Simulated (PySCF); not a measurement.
SMILES OBCl at its B3LYP/def2-SVP optimised geometry (Å):

```
5

B     -0.5424    -0.4504     0.0000
H     -1.1338    -1.4936     0.0009
Cl     1.2363    -0.4504     0.0000
O     -1.2363     0.6966     0.0000
H     -0.6866     1.4936    -0.0006
```

Computed with B3LYP/def2-TZVP (PySCF 2.14.0). Cells within 0.4 Å of a nucleus heavier than hydrogen are left out (blank, or x).

Map of the deformation density (molecule minus spherical neutral atoms) (e/bohr³) on the plane z = 0.0 Å:

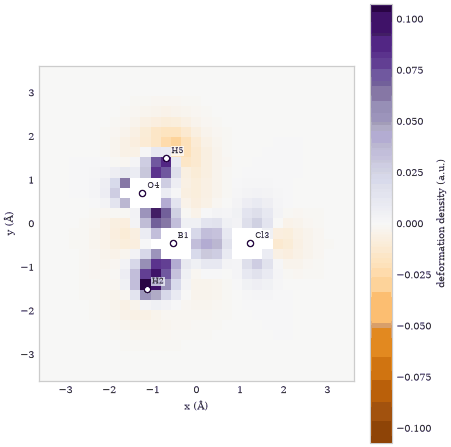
Figure: Deformation density (molecule minus spherical neutral atoms) (e/bohr³) on the plane z = 0.0 Å.
